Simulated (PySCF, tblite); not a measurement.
# C5H7O4 radical: geometry, infrared bands and EPR parameters

Aim: predict the infrared bands and EPR parameters of C5H7O4 radical (`[CH2][C@](C=O)(OC)OC=O`).

Computed with tblite 0.8.0 and PySCF 2.14.0, with density-fitted response routines of our own, on a single molecule in the gas phase. Atoms count from 0, in the outputs and in this text.

### 1 The molecule as given

16 atoms, charge 0, multiplicity 2; geometry from: force field or distance geometry start.

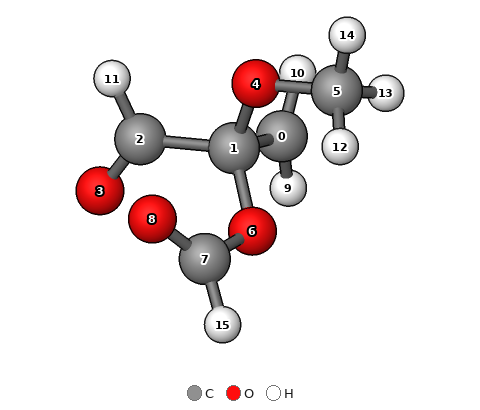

As it starts; carbon grey, oxygen red, hydrogen white, atoms numbered.

### 2 Optimising the geometry with GFN2-xTB

Job settings and geometry (Å):

```
{"job": {"kind": "relax", "xc": "GFN2-xTB", "basis": "xTB"}, "charge": 0, "multiplicity": 2}
C     -1.396400     1.069500     0.326700
C     -0.065100     0.466400     0.066500
C      0.918200     1.665900     0.014000
O      1.284200     2.326700     0.978900
O     -0.095100    -0.182700    -1.188700
C     -0.822900    -1.404100    -1.232200
O      0.213500    -0.392500     1.177300
C      1.477900    -0.884600     1.231500
O      2.357600    -0.738600     0.399200
H     -1.682400     1.359600     1.340500
H     -1.996800     1.444900    -0.502300
H      1.231000     1.945800    -1.004700
H     -0.340300    -2.160600    -0.597100
H     -1.852500    -1.264900    -0.919500
H     -0.822600    -1.757300    -2.259500
H      1.584000    -1.484500     2.158000
```

On the command line:

```sh
$ OMP_NUM_THREADS=1 python probes_run.py task.json out
```

The driver reads the jobs from task.json and runs them one after another.

**Question.** This job is followed by: GFN2-xTB harmonic vibrations, gas phase; UKS B3LYP, pcH-1 on C H O, non-relativistic, mean-field spin-orbit, GIAO. What will the session give for the following? strongest single infrared mode (GFN2-xTB); zero-point energy (GFN2-xTB); g(iso) (B3LYP); ⟨S²⟩; largest a(iso); surface potential, least and greatest.

As calculated:

```
                                 quantity                  value
strongest single infrared mode (GFN2-xTB)  1780 cm⁻¹, 502 km/mol
             zero-point energy (GFN2-xTB)          71.5 kcal/mol
                           g(iso) (B3LYP)                2.00373
                                     ⟨S²⟩     0.757 (exact 0.75)
                           largest a(iso)   13C on C1, 148.0 MHz
    surface potential, least and greatest     -1.79 V and 1.28 V
```

What this shows: Relaxing lowered the energy by 0.985 eV in 191 steps; the close pair that moved most is C0–C2, from 2.411 to 1.521 Å. No mode is imaginary among the 42: a minimum at this level. The strongest single mode, at 1780 cm⁻¹, moves mainly C7 and O8. Unscaled tight-binding wavenumbers are off by several per cent, some by more. Its intensities can rank the bands wrongly. The structure rearranged or came apart on optimisation; the results belong to the end geometry, not to the formula as drawn. C1 carries the largest spin population, 0.71 e. The isotropic g lies 1.4 ppt above the free-electron value.
